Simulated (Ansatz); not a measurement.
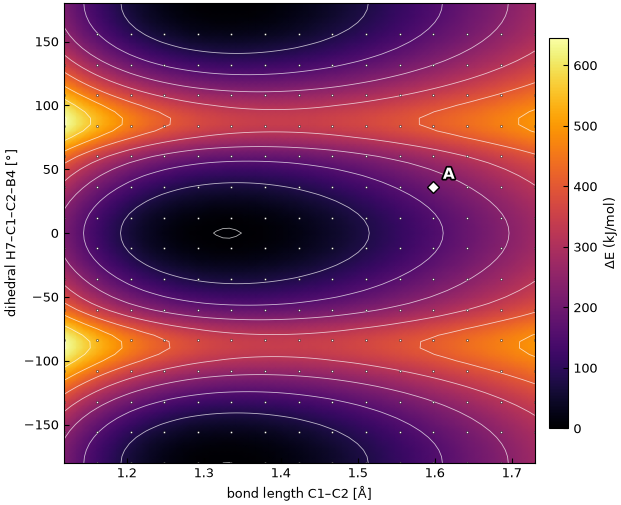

C₂H₆BClOSi, SMILES C=C(O)B([SiH3])Cl. The first coordinate is: bond length C1–C2; the second: dihedral H7–C1–C2–B4. Nothing is relaxed (all other coordinates rigid). The scan uses a 15 × 15 grid. Energies are in kJ/mol, from the lowest grid point. The dihedral twists a double bond; near 90° a spin-restricted reference is unreliable. Method: RHF/def2-SVP in Ansatz.

Drawn: a smooth colour map with a few white contour lines, dots at the grid points, the point A. Between grid points the surface is interpolated.

Which way does the force act at A, and how strong is it?

A, at bond length C1–C2 = 1.598 Å, dihedral H7–C1–C2–B4 = 36°, is not a stationary point. The computed force is 830 kJ/mol for each Å towards smaller values of bond length C1–C2 and 2.8 kJ/mol for each degree towards smaller values of dihedral H7–C1–C2–B4.
